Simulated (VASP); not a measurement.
Band structure of TaSb (relaxed from the zinc blende structure, space group F-43m). Method: PBEsol GGA, VASP's PBE PAW potentials (set 64) (plane waves; VASP 6.6.1).

Unless said otherwise, spin-orbit coupling is left out, though it shifts the bands of the heavy elements here.

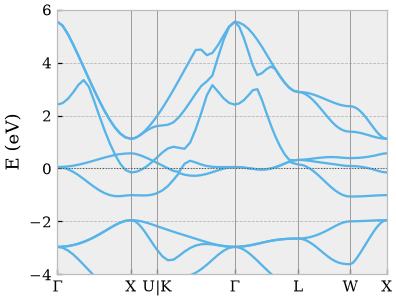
Fig. 1. Bands along high-symmetry lines, zero at the valence-band maximum or, without a gap, the Fermi level

### Question
Read the plot: is there a gap, and where are the band edges?

### Answer
It has no gap at this level: it comes out as a metal or semimetal. (Edges off the drawn lines would not show.)

The structure was generated: TaSb was put into the zinc blende type (F-43m), which need not be its known phase. It was relaxed first, which changed the volume by -34 %.
